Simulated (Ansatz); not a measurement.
## Response to strain in TiS2

The reference is TiS2 in the CdI2 type structure (space group P-3m1, No. 164; layered, stacked along the Cartesian z axis; relaxed with 0.1 eV smearing).

```cif
data_S2Ti
_chemical_formula_sum 'Ti1 S2'
_space_group_name_H-M_alt 'P 1'
_space_group_IT_number 1
_cell_length_a 3.29720
_cell_length_b 3.29720
_cell_length_c 5.33696
_cell_angle_alpha 90.000
_cell_angle_beta 90.000
_cell_angle_gamma 120.000
loop_
_space_group_symop_operation_xyz
  'x, y, z'
loop_
_atom_site_label
_atom_site_type_symbol
_atom_site_fract_x
_atom_site_fract_y
_atom_site_fract_z
_atom_site_occupancy
Ti1 Ti 0.00000 0.00000 0.00000 1
S1 S 0.33333 0.66667 0.26904 1
S2 S 0.66667 0.33333 0.73096 1
```

Strains are applied to the cell and any free atomic positions relax.

Level of theory: PBEsol-D3(BJ), PAW, 420 eV (Ansatz, a program for electronic structure; no SOC).

Notes on the quantities. energy relative to the base: free energy F.

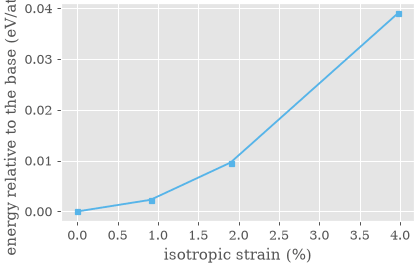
Energy relative to the base against isotropic strain

### Question
From the plot, what is the energy relative to the base for isotropic strain +0.91 %?

### Answer
About 0.002 eV/atom.

### Question
Is the trend monotonic over the range shown?

### Answer
Yes, it rises throughout, spanning 0 meV/atom to +39 meV/atom.

Whether these cells are dynamically stable was not tested. All final runs are without spin polarisation.
